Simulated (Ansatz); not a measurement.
Consider NaCl in the rock salt structure (space group Fm-3m, No. 225; a = 5.601 Å).

Modification: every lattice vector is shortened by 2.00 %, atoms relaxed at fixed cell.

The values are results of PBEsol (Ansatz, a program for electronic structure, PAW, without spin-orbit coupling), not measurements.

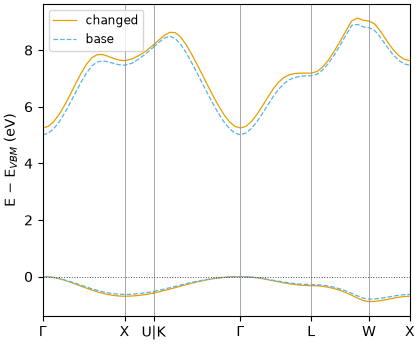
Highest valence and lowest conduction band along the path, each from its own valence-band maximum

Task: Read the changed gap and its character from the plot.

Result: About 5.3 eV, direct at Γ.

The cells carry an imposed strain or load. No phonon test of stability was made.
